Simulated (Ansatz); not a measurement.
## Sn (I4_1/amd): the Drude term of Re ε in the infrared

Re ε of Sn (I4_1/amd) along x at low photon energies is read from one computed spectrum; the carriers' damping was typed as γ = 0.05 eV. x, y and z are the Cartesian axes of the input cell.

The structure is tetragonal, space group I4_1/amd (No. 141). Conventional cell: a = 5.839 Å, b = 5.839 Å, c = 3.188 Å, α = 90.00°, β = 90.00°, γ = 90.00°. Sn on site a is surrounded by 6 Sn at 3.03 to 3.19 Å.

Method: Ansatz 0.2.0, PBE, independent particles, k-mesh 14×14×14 with interpolation inside its cells, Gaussian parameter 0.1 eV.

Launch of the response step: `ansatz run input.yaml --threads 4 --pin off --max-ram 8192MiB --backend cpu --events-out ev --progress --plain --runs-dir out`. The run took 2.1 min, on 4 threads of Intel(R) Xeon(R) Processor @ 2.50GHz (Skylake/Cascade Lake), with other jobs on the host.

```
photon energy E (eV)  wavelength (µm)     Re ε
                0.25             4.96  -1281.9
                0.30             4.13   -885.2
                0.35             3.54   -641.4
                0.40             3.10        ?
                0.50             2.48   -295.2
                0.60             2.07   -190.4
                0.70             1.77   -122.2
```

A Drude term over a constant background gives Re ε = ε_b − ωp²/(E² + γ²), linear in 1/(E² + γ²).

Working, on the rows shown:

| x = 1/(E² + γ²) (eV⁻²) | y = Re ε |
| --- | --- |
| 15.3846 | -1281.9 |
| 10.8108 | -885.2 |
| 8 | -641.4 |
| 3.9604 | -295.2 |
| 2.75862 | -190.4 |
| 2.03046 | -122.2 |

Means: x̄ = 7.1575, ȳ = -569.38. Σ(x − x̄)(y − ȳ) = -11910, Σ(x − x̄)² = 137.6. Slope = -11910 / 137.6 = -86.58; intercept = ȳ − slope · x̄ = 50.281. The line misses the rows shown by at most 3.3.

What does the fit predict for the withheld row, and how well does it do?

At x = 6.1538 the line gives y = -482.49. The run gave -482.1, so the interpolation is off by 0.39, 0.0 % of the range in the table.

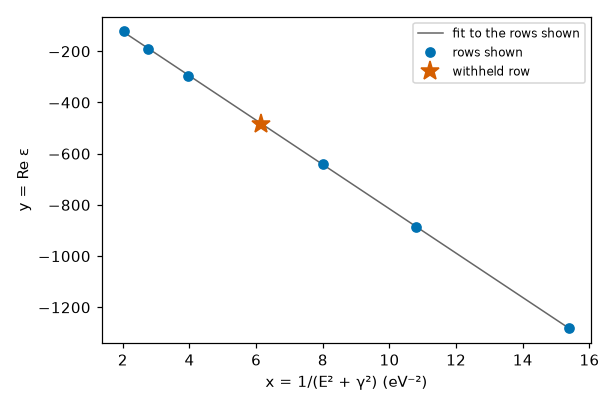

Refitted with all rows, the slope is -86.58 and the intercept 50.354. These give ωp = √(−slope) = 9.30 eV, against 9.34 eV from the program's Fermi-surface sum, and a background ε_b = 50.4 from interband transitions. The cell comes from an older database entry, whose edges can be off by a per cent or so. The values come from a sum over the points of one k-mesh and carry its error, which is largest for Fermi-surface quantities. Spin-orbit coupling is left out.

[Logs are printed without paths, hosts, clocks, repeated set-up lines and the standing remarks that a program may print on its own settings, such as how far it seeks lower states.]
